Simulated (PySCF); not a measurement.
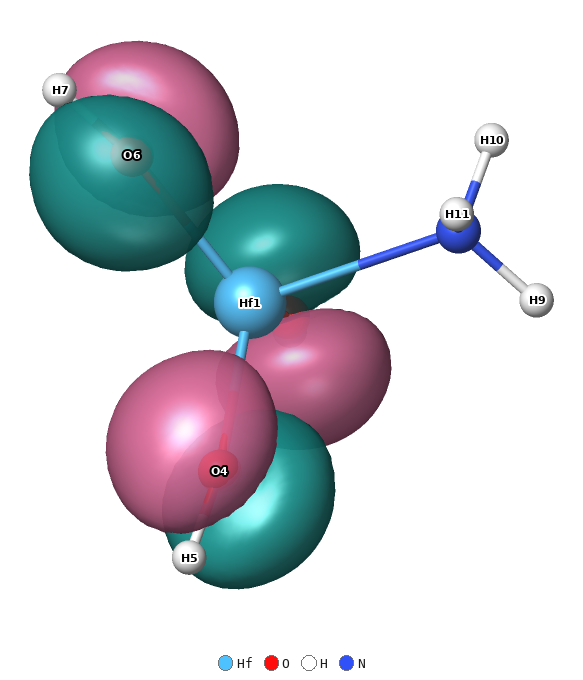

H6HfNO3 (charge +1). One frontier orbital at ±0.1 Å⁻³ᐟ² (teal and pink are the two phases), seen at an oblique angle.

Core potentials replace the inner electrons of Hf.

Level of theory: PySCF, RKS PBE0, Hf def2-SVP with ECP60, O def2-SVP, H def2-SVP, N def2-SVP; non-relativistic Hamiltonian with scalar-relativistic core potentials where named; density fitting.

```xyz
11

Hf    0.0676   -0.1148    0.1700
O     1.0959    1.1630    1.1283
H     1.6839    1.6636    1.6985
O    -1.2504   -1.0397    1.1782
H    -1.7781   -1.5839    1.7671
O     1.0307   -1.1699   -1.0822
H     1.5983   -1.7739   -1.5667
N    -1.1925    1.2231   -1.2087
H    -1.8092    1.8647   -0.6976
H    -0.6193    1.8177   -1.8181
H    -1.8054    0.6923   -1.8380
```

Question: Which orbital is it: HOMO or LUMO?

Answer: The HOMO, at −13.28 eV. It lies mainly on O2 (about 30 %), O4 (about 30 %) and O6 (about 30 %); largely a combination of lone pairs on O2, O4 and O6.
